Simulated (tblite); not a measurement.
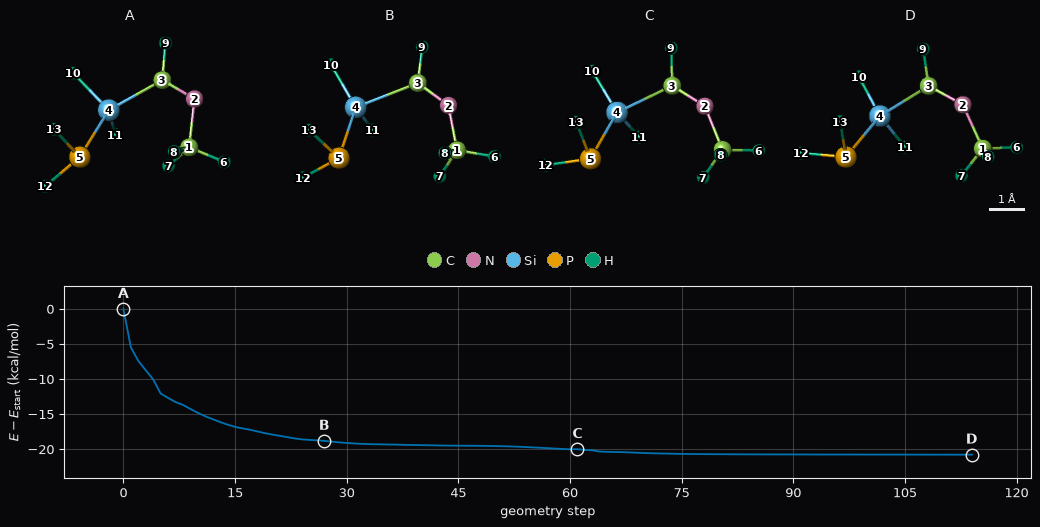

Frames of a relaxation of C2H8NPSi (charge +1, multiplicity 2), marked on the history of the run. The picture is a ball-and-stick view, seen from a free direction.

Theory: tblite, GFN2-xTB geometry optimisation, gas phase. 

> Describe the path.

After 114 geometry steps the energy has fallen by 20.8 kcal/mol. H12 moves most after the best rigid fit: 1.19 Å. By element the largest moves are H 1.19 Å, C 0.57 Å, N 0.42 Å, P 0.41 Å, Si 0.39 Å. Some distances before and after: C3–Si4 1.845 → 2.000 Å, P5–H12 1.452 → 1.390 Å, P5–H13 1.456 → 1.395 Å, Si4–P5 2.199 → 2.252 Å. Bond angles that change, for instance: C1–N2–C3 117.0° → 139.4°, P5–Si4–H10 106.1° → 125.5°, C3–Si4–P5 114.3° → 96.7°. Groups turn about C3–Si4 by about 40°, C1–N2 by about 30°. Cost: 0.53 s on 1 thread of Arm Neoverse V2, on a shared host. From step 0 to 27: H7 moves most (0.48 Å), energy −18.8 kcal/mol. From step 27 to 61: H12 moves most (0.62 Å), energy −1.18 kcal/mol. From step 61 to 114: H9 moves most (0.38 Å), energy −0.79 kcal/mol.
